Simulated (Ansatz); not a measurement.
**SnN$_{2}$H$_{4}$: geometry relaxation**

The run: geometry relaxation of SnN$_{2}$H$_{4}$. Method and program: RKS PBE0-D4/def2-TZVP (Ansatz 0.2.0).

The geometry: PBE-D4/def2-SVP start.

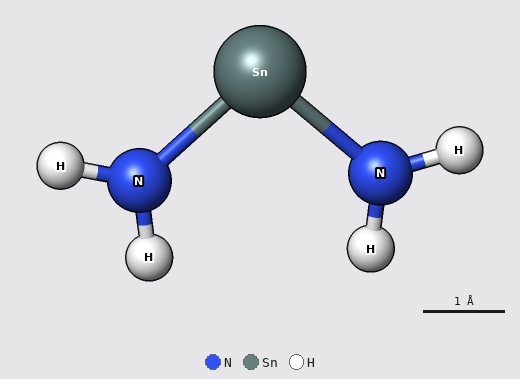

*The starting structure (ball-and-stick view, seen at a tilt). Sticks mark near contacts.*

Bond lengths as drawn: H–N 1.02 Å and N–Sn 2.06 Å.

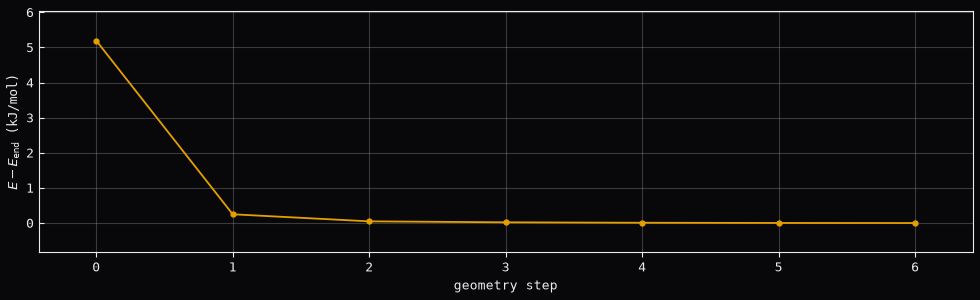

*Progress of the relaxation, step by step (the first geometry is step 0 here and step 1 in the log).*

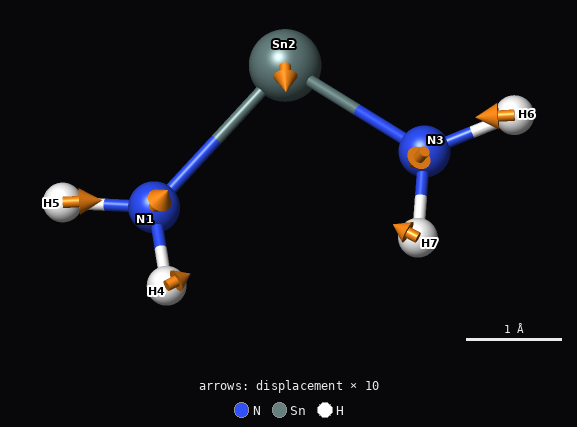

*The starting structure with the displacements as orange arrows, magnified 10 times (ball-and-stick view, seen at a tilt). The two geometries are laid on each other by the best rigid fit.*

The largest moves after the best rigid fit, 0.042 Å, are those of H5 and H6. Largest moves by element: H 0.042 Å, N 0.037 Å, Sn 0.033 Å. Distances before and after: N1–Sn2 2.060 → 2.019 Å, N1–H4 1.024 → 1.008 Å. Over 6 geometry steps the energy falls by 5.19 kJ/mol. The largest force component goes from 0.73 to 0.00048 eV/Å. (Atoms are counted from 1 in the order of the input.)

The input that produced these results follows, with the program's output.

**Input file**
```yaml
crystal:
  periodic: [false, false, false]
  atoms:
    - {symbol: N, position_ang: [-1.331416, -0.162541, -0.677325]}
    - {symbol: Sn, position_ang: [0.398455, 0.899048, -1.029882]}
    - {symbol: N, position_ang: [1.358836, 0.164666, 0.638141]}
    - {symbol: H, position_ang: [-1.516807, -0.770806, 0.125772]}
    - {symbol: H, position_ang: [-2.167405, -0.064486, -1.259346]}
    - {symbol: H, position_ang: [2.332182, 0.391364, 0.858865]}
    - {symbol: H, position_ang: [0.987355, -0.525245, 1.298076]}
basis:
  gaussian: {orbitals: def2-TZVP}
hamiltonian: {xc: pbe0, dispersion: d4}
relax: {f_tol: 0.005, max_steps: 150}
```

Launched with:
```bash
ansatz run in.yaml --threads 4 --pin off --events-out ev --progress --plain --max-ram 10444MiB
```

**Output**
```
Functional definition: PBE0
  name "PBE0"
  cite "Adamo & Barone, J. Chem. Phys. 110, 6158 (1999) doi:10.1063/1.478522"
  cite "Perdew, Burke & Ernzerhof, Phys. Rev. Lett. 77, 3865 (1996) doi:10.1103/PhysRevLett.77.3865"
  parent pbe
  parameter a = 0.25
  parameter kappa = 0.804
  parameter beta = 0.06672455060314922
  exchange = (1 - a)*pbe_x(kappa = kappa, mu = beta*pi^2/3) + a*exact_x
  correlation = pbe_c(beta = beta)
947 factors; their error is unknown
mean field evaluation 1: about -8859.9558 eV, gradient 8.9e1 eV
mean field evaluation 2: about -8808.9843 eV, gradient 1.6e2 eV
mean field evaluation 4: about -8875.2862 eV, gradient 6.1e0 eV
mean field evaluation 8: about -8875.3456 eV, gradient 1.5e-1 eV
mean field evaluation 16: about -8875.4280 eV, gradient 1.1e-4 eV
mean field -8875.42802848 eV, -326.1659640655 hartree, gradient 3.3e-5 eV, S^2 0.000000; 0 other end points of the search recorded, 0 dependent functions left out
the calculation of the forces begins
reference -8875.42805821 eV, -326.1659651581 hartree; 20, 20 occupied and 116, 116 virtual orbitals, 947 factors
relax step   1: F+E_penalty+E_count = -8875.53368946 eV  Δ(F+E_penalty+E_count) = +0.000e0 eV  max|allowed force component| = 7.340e-1 eV/Å  Δτ_max = 0.0000 Å  (28 SCF iters, accepted)
these checks for a lower state are left out or cut short: starts, cluster_reference, orbital_swaps, neighbouring_geometries, increment
947 factors; their error is unknown
mean field -8875.47818535 eV, -326.1678072965 hartree, gradient 2.2e-5 eV, S^2 0.000000; 0 other end points of the search recorded, 0 dependent functions left out
the calculation of the forces begins
reference -8875.47821488 eV, -326.1678083817 hartree; 20, 20 occupied and 116, 116 virtual orbitals, 947 factors
relax step   2: F+E_penalty+E_count = -8875.58492165 eV  Δ(F+E_penalty+E_count) = -5.123e-2 eV  max|allowed force component| = 2.533e-1 eV/Å  Δτ_max = 0.0389 Å  (29 SCF iters, accepted)
these checks for a lower state are left out or cut short: starts, cluster_reference, orbital_swaps, neighbouring_geometries, increment
947 factors; their error is unknown
mean field evaluation 32: about -8875.4802 eV, gradient 2.4e-5 eV
mean field -8875.48018635 eV, -326.1678808319 hartree, gradient 2.4e-5 eV, S^2 0.000000; 0 other end points of the search recorded, 0 dependent functions left out
the calculation of the forces begins
reference -8875.48021583 eV, -326.1678819152 hartree; 20, 20 occupied and 116, 116 virtual orbitals, 947 factors
relax step   3: F+E_penalty+E_count = -8875.58700660 eV  Δ(F+E_penalty+E_count) = -2.085e-3 eV  max|allowed force component| = 5.654e-2 eV/Å  Δτ_max = 0.0320 Å  (30 SCF iters, accepted)
these checks for a lower state are left out or cut short: starts, cluster_reference, orbital_swaps, neighbouring_geometries, increment
947 factors; their error is unknown
mean field -8875.48053828 eV, -326.1678937650 hartree, gradient 2.4e-5 eV, S^2 0.000000; 0 other end points of the search recorded, 0 dependent functions left out
the calculation of the forces begins
reference -8875.48056779 eV, -326.1678948493 hartree; 20, 20 occupied and 116, 116 virtual orbitals, 947 factors
relax step   4: F+E_penalty+E_count = -8875.58729020 eV  Δ(F+E_penalty+E_count) = -2.836e-4 eV  max|allowed force component| = 3.383e-2 eV/Å  Δτ_max = 0.0262 Å  (30 SCF iters, accepted)
these checks for a lower state are left out or cut short: starts, cluster_reference, orbital_swaps, neighbouring_geometries, increment
947 factors; their error is unknown
mean field -8875.48068573 eV, -326.1678991837 hartree, gradient 2.4e-5 eV, S^2 0.000000; 0 other end points of the search recorded, 0 dependent functions left out
the calculation of the forces begins
reference -8875.48071525 eV, -326.1679002684 hartree; 20, 20 occupied and 116, 116 virtual orbitals, 947 factors
relax step   5: F+E_penalty+E_count = -8875.58742215 eV  Δ(F+E_penalty+E_count) = -1.320e-4 eV  max|allowed force component| = 1.541e-2 eV/Å  Δτ_max = 0.0135 Å  (30 SCF iters, accepted)
these checks for a lower state are left out or cut short: starts, cluster_reference, orbital_swaps, neighbouring_geometries, increment
947 factors; their error is unknown
mean field -8875.48072312 eV, -326.1679005576 hartree, gradient 2.4e-5 eV, S^2 0.000000; 0 other end points of the search recorded, 0 dependent functions left out
the calculation of the forces begins
reference -8875.48075262 eV, -326.1679016420 hartree; 20, 20 occupied and 116, 116 virtual orbitals, 947 factors
relax step   6: F+E_penalty+E_count = -8875.58748373 eV  Δ(F+E_penalty+E_count) = -6.158e-5 eV  max|allowed force component| = 8.566e-3 eV/Å  Δτ_max = 0.0070 Å  (30 SCF iters, accepted)
these checks for a lower state are left out or cut short: starts, cluster_reference, orbital_swaps, neighbouring_geometries, increment
947 factors; their error is unknown
mean field -8875.48074313 eV, -326.1679012930 hartree, gradient 2.4e-5 eV, S^2 0.000000; 0 other end points of the search recorded, 0 dependent functions left out
the calculation of the forces begins
reference -8875.48077263 eV, -326.1679023772 hartree; 20, 20 occupied and 116, 116 virtual orbitals, 947 factors
relax step   7: F+E_penalty+E_count = -8875.58750597 eV  Δ(F+E_penalty+E_count) = -2.224e-5 eV  max|allowed force component| = 4.820e-4 eV/Å  Δτ_max = 0.0041 Å  (30 SCF iters, accepted)
947 factors; their error is unknown
mean field evaluation 64: about -8875.4807 eV, gradient 1.1e-4 eV
mean field -8875.48074313 eV, -326.1679012930 hartree, gradient 2.4e-5 eV, S^2 0.000000; 1 other end points of the search recorded, 0 dependent functions left out
the calculation of the forces begins
reference -8875.48077263 eV, -326.1679023772 hartree; 20, 20 occupied and 116, 116 virtual orbitals, 947 factors
Total energy: -8875.58753547 eV, -326.1718258393 hartree
Atom 0 at    -1.318761    -0.139103    -0.652171 Å, force     0.000070     0.000373     0.000482 eV/Å
Atom 1 at     0.389262     0.878061    -1.005765 Å, force     0.000068    -0.000028    -0.000025 eV/Å
Atom 2 at     1.346248     0.142569     0.612949 Å, force    -0.000373    -0.000376    -0.000173 eV/Å
Atom 3 at    -1.487583    -0.766352     0.119192 Å, force     0.000082    -0.000142    -0.000228 eV/Å
Atom 4 at    -2.127035    -0.069171    -1.248865 Å, force    -0.000106    -0.000170    -0.000144 eV/Å
Atom 5 at     2.292571     0.395439     0.846970 Å, force     0.000244     0.000102     0.000130 eV/Å
Atom 6 at     0.966498    -0.509444     1.281990 Å, force     0.000014     0.000240    -0.000042 eV/Å
Dipole moment:    -0.034038    -0.078963     0.089277 e Å
```

**Trajectory as extended XYZ (Å, eV, eV/Å), 7 frames, from step=1 to step=7**
```
7
Properties=species:S:1:pos:R:3:forces:R:3 step=1 energy=-8875.53369
N    -1.3314   -0.1625   -0.6773   -0.1199   0.0251   0.0025
Sn    0.3985    0.8990   -1.0299   -0.2789  -0.6516   0.7340
N     1.3588    0.1647    0.6381    0.1126  -0.0461   0.0275
H    -1.5168   -0.7708    0.1258    0.1510   0.4151  -0.5272
H    -2.1674   -0.0645   -1.2593    0.5703  -0.0587   0.3839
H     2.3322    0.3914    0.8589   -0.6611  -0.1467  -0.1594
H     0.9874   -0.5252    1.2981    0.2259   0.4629  -0.4614
7
Properties=species:S:1:pos:R:3:forces:R:3 step=2 energy=-8875.58492
N    -1.3093   -0.1599   -0.6690   -0.2533  -0.1268   0.0713
Sn    0.3874    0.8755   -1.0010    0.0381   0.0887  -0.1024
N     1.3370    0.1664    0.6288    0.1429  -0.1337   0.2198
H    -1.5001   -0.7469    0.1336    0.0361   0.0907  -0.1380
H    -2.1305   -0.0669   -1.2519    0.1584  -0.0115   0.0995
H     2.2987    0.3938    0.8439   -0.1781  -0.0306  -0.0459
H     0.9780   -0.5301    1.2700    0.0559   0.1232  -0.1042
7
Properties=species:S:1:pos:R:3:forces:R:3 step=3 energy=-8875.58701
N    -1.3085   -0.1549   -0.6636   -0.0540  -0.0285   0.0309
Sn    0.3907    0.8777   -1.0093    0.0026   0.0079  -0.0042
N     1.3377    0.1561    0.6204    0.0213  -0.0456   0.0565
H    -1.4827   -0.7691    0.1183    0.0185   0.0289  -0.0262
H    -2.1315   -0.0564   -1.2360    0.0120  -0.0033  -0.0092
H     2.2929    0.3864    0.8424   -0.0044   0.0095  -0.0082
H     0.9627   -0.5078    1.2821    0.0040   0.0311  -0.0396
7
Properties=species:S:1:pos:R:3:forces:R:3 step=4 energy=-8875.58729
N    -1.3168   -0.1432   -0.6552   -0.0018   0.0109  -0.0113
Sn    0.3881    0.8828   -1.0040   -0.0065  -0.0207   0.0149
N     1.3418    0.1535    0.6205   -0.0278  -0.0114  -0.0125
H    -1.4918   -0.7576    0.1248    0.0090  -0.0084   0.0084
H    -2.1251   -0.0759   -1.2523    0.0063   0.0097   0.0001
H     2.2948    0.3878    0.8432    0.0338   0.0222   0.0030
H     0.9702   -0.5155    1.2772   -0.0131  -0.0024  -0.0026
7
Properties=species:S:1:pos:R:3:forces:R:3 step=5 energy=-8875.58742
N    -1.3173   -0.1446   -0.6566   -0.0088   0.0082  -0.0110
Sn    0.3899    0.8759   -1.0068   -0.0017   0.0000   0.0040
N     1.3459    0.1460    0.6154   -0.0030  -0.0028  -0.0019
H    -1.4918   -0.7606    0.1222    0.0030  -0.0086   0.0112
H    -2.1291   -0.0676   -1.2480    0.0154   0.0012   0.0018
H     2.2919    0.3988    0.8504    0.0065   0.0053  -0.0085
H     0.9718   -0.5160    1.2776   -0.0114  -0.0033   0.0044
7
Properties=species:S:1:pos:R:3:forces:R:3 step=6 energy=-8875.58748
N    -1.3174   -0.1422   -0.6546   -0.0081   0.0008  -0.0018
Sn    0.3894    0.8776   -1.0061    0.0008   0.0026  -0.0020
N     1.3450    0.1457    0.6149    0.0086  -0.0033   0.0057
H    -1.4886   -0.7648    0.1198    0.0029  -0.0031   0.0052
H    -2.1280   -0.0680   -1.2477    0.0048   0.0015  -0.0020
H     2.2929    0.3946    0.8471   -0.0023   0.0035  -0.0056
H     0.9679   -0.5110    1.2808   -0.0067  -0.0021   0.0006
7
Properties=species:S:1:pos:R:3:forces:R:3 step=7 energy=-8875.58751
N    -1.3188   -0.1391   -0.6522    0.0001   0.0004   0.0005
Sn    0.3893    0.8781   -1.0058    0.0001   0.0000   0.0000
N     1.3462    0.1426    0.6129   -0.0004  -0.0004  -0.0002
H    -1.4876   -0.7664    0.1192    0.0001  -0.0001  -0.0002
H    -2.1270   -0.0692   -1.2489   -0.0001  -0.0002  -0.0001
H     2.2926    0.3954    0.8470    0.0002   0.0001   0.0001
H     0.9665   -0.5094    1.2820    0.0000   0.0002   0.0000
```

**Summary**

| quantity | value |
| --- | --- |
| outcome | converged |
| total energy | −8875.5875 eV |
| mean-field energy | −8875.4808 eV |
| dispersion energy | −0.1068 eV |
| SCF solution under orbital rotations | stable |
| largest force (length of the vector) at the end | 0.001 eV/Å |
| dipole moment | 0.60 D |
| hardware | 4 threads of Arm Neoverse V1, 23 GiB of memory available, shared host |
| wall time | 10 s (CPU time 36 s) |
| peak memory | 0.27 GiB |
